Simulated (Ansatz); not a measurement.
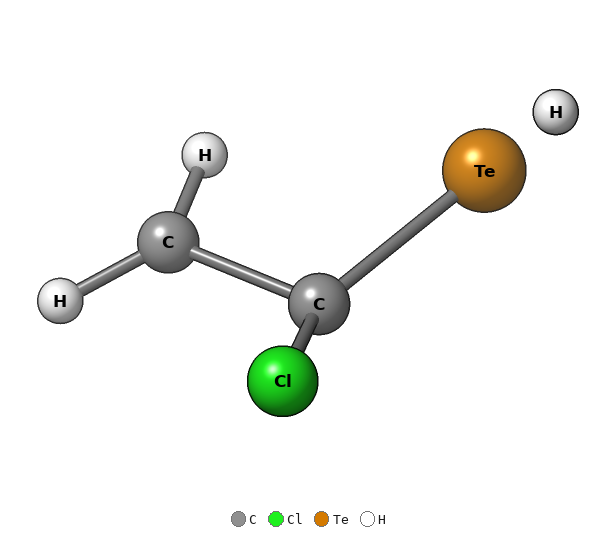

The structure as it stands in the input.

The calculation was set up as follows.

```yaml
crystal:
  periodic: [false, false, false]
  atoms:
    - {symbol: C, position_ang: [0.267119, -0.222313, 1.315108]}
    - {symbol: C, position_ang: [-0.291493, 0.508904, -0.054848]}
    - {symbol: Cl, position_ang: [-1.710711, 0.542118, -0.078063]}
    - {symbol: Te, position_ang: [1.204754, 0.309000, -1.395394]}
    - {symbol: H, position_ang: [-0.269467, -0.174195, 2.281362]}
    - {symbol: H, position_ang: [1.286962, -0.519387, 1.106189]}
    - {symbol: H, position_ang: [0.024128, -0.560326, -2.847309]}
basis:
  gaussian: {orbitals: x2c-TZVPPall, final_grid: {core_spheres: 5, valence_spheres: 4, degree: 11}}
total_charge: -1
magnetization: {spin_polarized: false, initial_magnetization: 1}
hamiltonian: {xc: {name: r2SCAN0}, dispersion: d4}
output: {forces: true}
```

Command:

```sh
ansatz run in.yaml --threads 2 --pin off --events-out ev --progress --plain --max-ram 4352MiB
```

Result:

```
Functional definition: r2SCAN0
  name "r2SCAN0"
  cite "Bursch, Neugebauer, Ehlert & Grimme, J. Chem. Phys. 156, 134105 (2022) doi:10.1063/5.0086040"
  cite "Furness, Kaplan, Ning, Perdew & Sun, J. Phys. Chem. Lett. 11, 8208 (2020) doi:10.1021/acs.jpclett.0c02405"
  cite "Furness, Kaplan, Ning, Perdew & Sun, J. Phys. Chem. Lett. 11, 9248 (2020) doi:10.1021/acs.jpclett.0c03077"
  parent r2scan
  parameter a = 0.25
  parameter k0 = 0.174
  parameter k1 = 0.065
  parameter a1 = 4.9479
  exchange = (1 - a)*r2scan_x(k0 = k0, k1 = k1, a1 = a1) + a*exact_x
  correlation = r2scan_c
1444 factors; their error is unknown
mean field evaluation 1: about -199543.0025 eV, gradient 4.6e1 eV
mean field evaluation 2: about -199523.8885 eV, gradient 8.4e1 eV
mean field evaluation 4: about -199548.3681 eV, gradient 1.5e1 eV
mean field evaluation 8: about -199549.2957 eV, gradient 5.4e-1 eV
mean field evaluation 16: about -199549.3835 eV, gradient 3.3e-2 eV
mean field evaluation 32: about -199543.4310 eV, gradient 4.6e1 eV
mean field -199549.73413584 eV, -7333.3174698243 hartree, gradient 4.8e-6 eV, S^2 0.750000; 3 other end points of the search recorded, 0 dependent functions left out
the calculation of the forces begins
reference -199549.73414589 eV, -7333.3174701935 hartree; 43, 42 occupied and 163, 164 virtual orbitals, 1444 factors
Total energy: -199549.79982811 eV, -7333.3198839706 hartree
Relativity: scalar
Atom 0 at     0.267119    -0.222313     1.315108 Å, force    -1.172740     1.908940    -3.789232 eV/Å
Atom 1 at    -0.291493     0.508904    -0.054848 Å, force    16.556533    -3.776189     6.520901 eV/Å
Atom 2 at    -1.710711     0.542118    -0.078063 Å, force   -15.810106     1.480113    -1.621860 eV/Å
Atom 3 at     1.204754     0.309000    -1.395394 Å, force    -0.992929     0.224397    -2.177395 eV/Å
Atom 4 at    -0.269467    -0.174195     2.281362 Å, force     0.506650     0.064147    -0.745290 eV/Å
Atom 5 at     1.286962    -0.519387     1.106189 Å, force     0.014309    -0.098520     1.029764 eV/Å
Atom 6 at     0.024128    -0.560326    -2.847309 Å, force     0.898283     0.197112     0.783111 eV/Å
Dipole moment:     0.179270     0.236501    -0.140650 e Å
```

The calculation finished and met its thresholds.
